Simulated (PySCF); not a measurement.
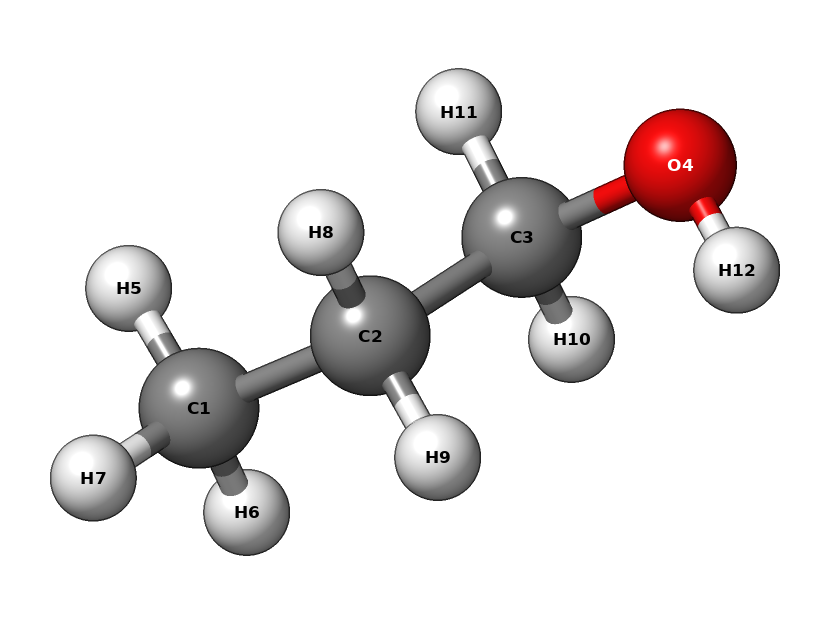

Every bond is drawn as one stick. The computed structure is the end point of a GFN2-xTB optimisation. No frequency run is at hand to confirm it as a minimum. Level of theory: PBE0/pcSseg-1 (PySCF 2.14.0).

List the Mayer bond orders of C1–C2, C1–H5, C1–H6, C1–H7, C2–C3, C2–H8, C2–H9, C3–O4, C3–H10, C3–H11, O4–H12.

| bond | Mayer order | length (Å) |
| --- | --- | --- |
| C1–C2 | 1.05 | 1.523 |
| C1–H5 | 0.97 | 1.087 |
| C1–H6 | 0.97 | 1.088 |
| C1–H7 | 0.97 | 1.087 |
| C2–C3 | 1.03 | 1.529 |
| C2–H8 | 0.95 | 1.092 |
| C2–H9 | 0.95 | 1.094 |
| C3–O4 | 0.95 | 1.408 |
| C3–H10 | 0.95 | 1.101 |
| C3–H11 | 0.95 | 1.093 |
| O4–H12 | 0.95 | 0.964 |
